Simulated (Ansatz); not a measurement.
A computed series for ZrO2: pressure series

Base system: ZrO2 in the fluorite structure (space group Fm-3m, No. 225).

```
ZrO2
1.0
    0.00000     2.54466     2.54466
    2.54466     0.00000     2.54466
    2.54466     2.54466     0.00000
Zr O
1 2
Direct
  0.00000   0.00000   0.00000
  0.25000   0.25000   0.25000
  0.75000   0.75000   0.75000
```

Cell and atoms are relaxed at each pressure.

The values are results of r2SCAN in Ansatz (plane waves to 500 eV, PAW, without spin-orbit coupling), not measurements.

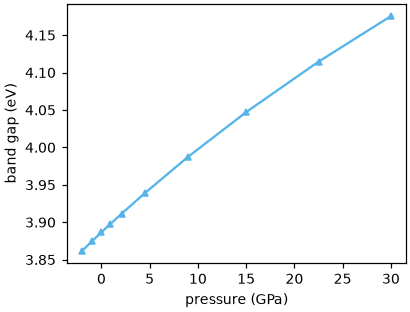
Fig. 1. Band gap against pressure

Problem. From the plot, what is the band gap for pressure 15 GPa?

Solution. About 4.05 eV.

Problem. Is the trend monotonic over the range shown?

Solution. Yes, it rises throughout, spanning 3.86 eV to 4.18 eV.

Load acts through the strain it causes; cell and atoms are relaxed under it. Stability against distortions was not tested. Competing high-pressure phases were not computed. This is not the structure that ZrO2 has at room temperature and ambient pressure.

Ansatz is a first-principles code.
